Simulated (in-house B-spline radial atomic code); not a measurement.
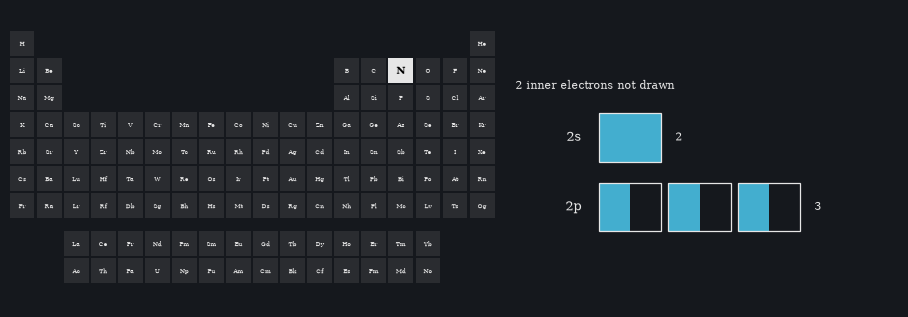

**Figure 1.** Left, the place of nitrogen in the periodic table; right, the outer shells as the input fills them: a box for each of the 2l + 1 orbitals, shaded by the share of the shell that is filled, with the electron count at the right.

Run report: N, RPA and GW calculation

N, configuration [He] 2s2 2p3. Computed at this level: RPA, second-order and SOSEX correlation energies and G0W0 (contour deformation) on a non-relativistic mean field, all electrons, B-spline basis (in-house B-spline radial atomic code).

**Key numbers**

- outcome: converged
- mean-field total energy: −54.40340 hartree
- total energy with exact exchange alone: −54.40340 hartree
- exact exchange energy: −6.60440 hartree
- RPA correlation, extrapolated in the angular momentum of the empty orbitals: −0.33514 hartree
- RPA correlation, as summed: −0.33391 hartree
- direct second-order term: −0.40666 hartree
- second-order exchange term: 0.18873 hartree
- SOSEX term: 0.16069 hartree
- hardware: 1 thread of Intel Xeon (Granite Rapids), 96 GiB of memory available, shared host
- wall time: 1.3 s

**Input**
```
Z = 7
electrons = 7.0
configuration = [He] 2s2 2p3
hamiltonian = nr
method = oep
lmax = 9
spin_polarised = True
box_radius = 40.0
intervals = 69
```

Launched within a batch (the task file carries these settings):
```bash
python <driver script> task.json out
```

The program writes its results to a structured record and prints no log; tables and figures of this report are taken from that record.

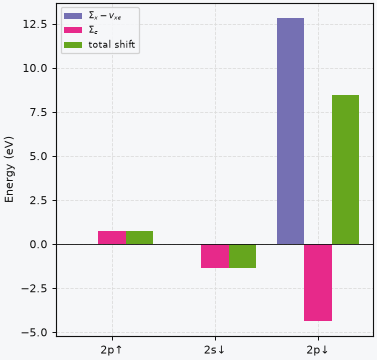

**Figure 2.** Parts of the G₀W₀ correction to each level for neutral nitrogen ([He] 2s² 2p³). All-electron spherical atom, non-relativistic, exchange-only OEP start, no spin-orbit coupling, Breit or QED terms; computed with a B-spline radial code. The quasi-particle equation is solved at full frequency; levels of low quasi-particle weight Z are left out. Σ columns are in eV, and Σc holds an estimate for the angular momenta beyond the basis. G₀W₀ moves the highest occupied level, 2p↑, from −15.54 to −14.81 eV (renormalisation factor Z = 0.90); the measured removal energy is 14.53 eV, so the error is +0.28 eV. The empty level 2p↓ goes from −8.64 to −0.20 eV.

```tsv
Level	Mean field (eV)	Σx − vxc (eV)	Σc (eV)	Z	G₀W₀ (eV)
2p↑	−15.54	0.00	0.73	0.90	−14.81
2s↓	−19.75	0.00	−1.34	0.88	−21.09
2p↓	−8.64	12.81	−4.38	0.80	−0.20
```
